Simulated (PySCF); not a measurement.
H4Si, SMILES [SiH4] at its PBE0/def2-SVP optimised geometry (Å):

```
5

Si    -0.4976    -0.3519     0.0000
H     -0.9953     1.0556     0.0000
H     -0.9952    -1.0556    -1.2190
H     -0.9952    -1.0556     1.2189
H      0.9953    -0.3519     0.0000
```

Calculation: PBE0/def2-TZVP in PySCF.

Map of the Laplacian of the electron density (e/bohr⁵), clipped to [-1.50, 1.50] on the plane z = 1.2 Å:

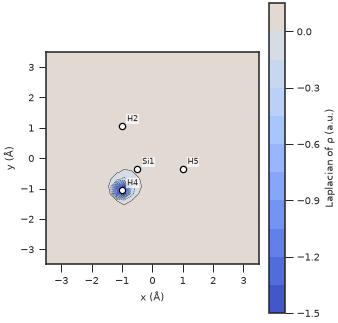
Fig. 1. Laplacian of the electron density (e/bohr⁵), clipped to [-1.50, 1.50] on the plane z = 1.2 Å.
